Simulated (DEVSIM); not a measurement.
Structure: Co/SiO2/n-Si capacitor, at 300 K.

```tsv
layer (left to right)	material	thickness (nm)	Nd (cm⁻³)
1	SiO2	4.00	-
2	Si	1700	1.1e17
```

Metal gate on the left, work function 5 eV. Fixed charge at the semiconductor interface -8e11 cm⁻² (in units of +e); no interface traps.

The device is made up for the run: typed textbook-type constants, with dimensions and the other settings drawn at random. Values at 300 K.

| parameter | SiO2 | Si |
|---|---|---|
| gap (eV) | 9 | 1.124 |
| affinity (eV) | 0.9 | 4.05 |
| permittivity | 3.9 | 11.7 |
| Nc (cm⁻³) | - | 2.86e19 |
| Nv (cm⁻³) | - | 3.1e19 |

Simulated with DEVSIM: 1D Poisson equation in equilibrium, Boltzmann statistics, complete ionisation; no quantum confinement or tunnelling. Metal contacts follow the ideal Schottky-Mott rule: no Fermi-level pinning, no interface dipoles.

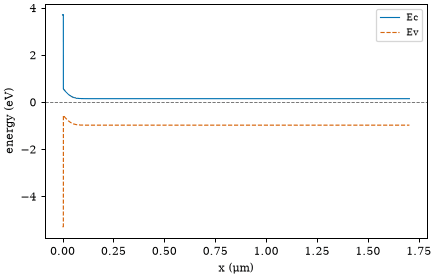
*Band edges at 0.4 V on the gate*

Energies count from the Fermi level of the right contact; mesh points crowd at the junctions.

| x (μm) | Ec (eV) | Ev (eV) | n (cm⁻³) | p (cm⁻³) | field (V/cm) |
|---|---|---|---|---|---|
| 0.000 | 3.700 | -5.300 | < 1e2 | < 1e2 | 25000 |
| 0.0009140 | 3.702 | -5.298 | < 1e2 | < 1e2 | 25000 |
| 0.002132 | 3.705 | -5.295 | < 1e2 | < 1e2 | 25000 |
| 0.003275 | 3.708 | -5.292 | < 1e2 | < 1e2 | 25000 |
| 0.004468 | 0.555 | -0.569 | 1.4e10 | 8.5e9 | -110000 |
| 0.006156 | 0.536 | -0.588 | 2.9e10 | 4.1e9 | -110000 |
| 0.009368 | 0.501 | -0.623 | 1.1e11 | 1.0e9 | -110000 |
| 0.01913 | 0.405 | -0.719 | 4.5e12 | 2.6e7 | -90000 |
| 0.03490 | 0.285 | -0.839 | 4.6e14 | 250000 | -63000 |
| 0.06811 | 0.164 | -0.960 | 5.0e16 | 2300 | -15000 |
| 0.1313 | 0.144 | -0.980 | 1.1e17 | 1100 | -110 |
| 0.3233 | 0.144 | -0.980 | 1.1e17 | 1100 | ≈ 0 |
| 0.6552 | 0.144 | -0.980 | 1.1e17 | 1100 | ≈ 0 |
| 1.138 | 0.144 | -0.980 | 1.1e17 | 1100 | ≈ 0 |
| 1.478 | 0.144 | -0.980 | 1.1e17 | 1100 | ≈ 0 |
| 1.590 | 0.144 | -0.980 | 1.1e17 | 1100 | ≈ 0 |
| 1.648 | 0.144 | -0.980 | 1.1e17 | 1100 | ≈ 0 |
| 1.676 | 0.144 | -0.980 | 1.1e17 | 1100 | ≈ 0 |
| 1.694 | 0.144 | -0.980 | 1.1e17 | 1100 | ≈ 0 |
| 1.700 | 0.144 | -0.980 | 1.1e17 | 1100 | ≈ 0 |
| 1.702 | 0.144 | -0.980 | 1.1e17 | 1100 | ≈ 0 |
| 1.704 | 0.144 | -0.980 | 1.1e17 | 1100 | ≈ 0 |
